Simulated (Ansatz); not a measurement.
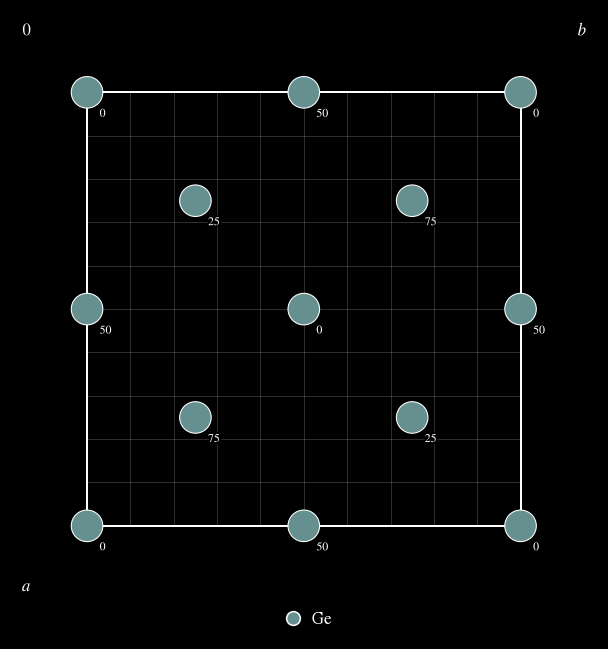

Plan of a unit cell projected along c (a down the page, b across); the numbers are heights in hundredths of c, and atoms on the cell's edges are repeated. The grid marks tenths of a and b. Source: the input geometry of an electronic-structure calculation (not necessarily at equilibrium). All values are computed from the atomic coordinates in the standard setting (tolerance 0.002 Å).

a = 5.660 Å, b = 5.660 Å, c = 5.660 Å, α = 90.00°, β = 90.00°, γ = 90.00°.

> What does the cell contain?

8 Ge: Ge, Z = 8.

> Give the fractional coordinates of all atoms, to two places.

```csv
atom,x,y,z
Ge,0.50,0.00,0.50
Ge,0.25,0.25,0.25
Ge,0.50,0.50,0.00
Ge,0.25,0.75,0.75
Ge,0.00,0.00,0.00
Ge,0.75,0.25,0.75
Ge,0.00,0.50,0.50
Ge,0.75,0.75,0.25
```
